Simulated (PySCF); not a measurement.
**C₂H₉BrO₂Si₂ (SMILES [SiH3]OC(CBr)O[SiH3]): density, localisation and related maps**

```xyz
16

Si    2.1437   -0.0789    0.9782
O     0.9873   -0.0813   -0.1790
C    -0.1093    0.7428   -0.2612
C    -0.5955    0.7694   -1.7065
Br    0.6867    1.6727   -2.8146
O    -1.1328    0.3277    0.5609
Si   -1.6772   -1.1936    0.8087
H     2.7858    1.2362    1.0116
H     1.5735   -0.3613    2.2960
H     2.9634   -1.1455    0.4315
H     0.1544    1.7671    0.0570
H    -1.5407    1.3045   -1.7795
H    -0.6971   -0.2490   -2.0781
H    -2.7088   -0.8604    1.7757
H    -2.2074   -1.7643   -0.4347
H    -0.6337   -2.0770    1.3228
```

Geometry: GFN2-xTB.

The calculation used PySCF, wB97X-D/def2-SVPD, SCF density, gas phase.

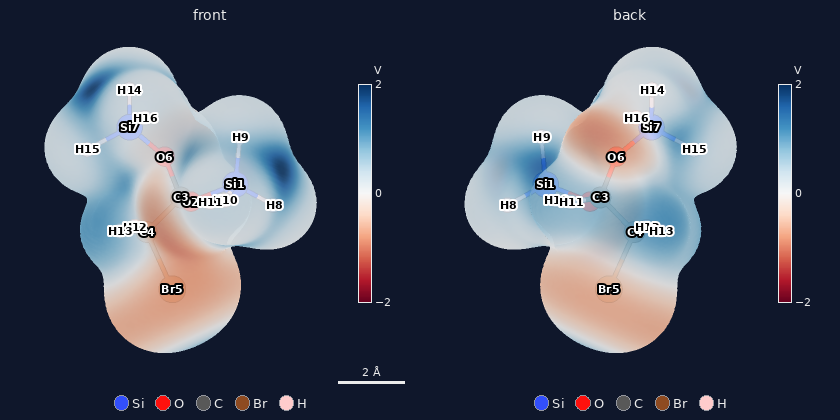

Figure 1. The molecular electrostatic potential painted on the density surface at 0.002 e/bohr³, seen from the front and from behind; red is negative and blue positive.

Question: Where is the surface potential most negative and most positive?

Answer: The most negative region (about −0.9 V) lies over O2, Br5 and O6, the most positive (about +1.9 V) over Si1 and Si7. Br5 shows a σ-hole: about +0.6 V at the tip opposite its bond, against about −0.6 V on its flanks.

Question: How polar is the molecule by this calculation?

Answer: Its dipole moment is 1.57 D.

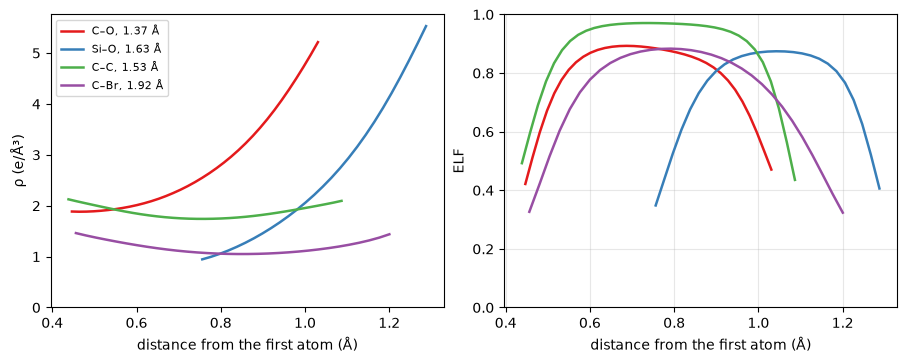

Figure 2. Total electron density and ELF along straight lines between neighbouring atoms. The curves leave out the atomic cores.

Question: Compare the contacts.

Answer: C–O (1.37 Å): ρ at the midpoint is about 2.2 e/Å³, with its minimum of 1.9 e/Å³ about 0.5 Å from C; the ELF peaks at about 0.90 between the atoms (a polar covalent bond).
Si–O (1.63 Å): ρ is about 1.1 e/Å³ halfway; the ELF peaks at about 0.85 between the atoms; a polar covalent bond.
C–C (1.53 Å): ρ at the midpoint is about 1.7 e/Å³; the ELF peaks at about 1 between the atoms; localised, covalent bonding.
C–Br (1.92 Å): ρ at the midpoint is about 1.1 e/Å³; the ELF peaks at about 0.90 between the atoms: a shared electron pair.
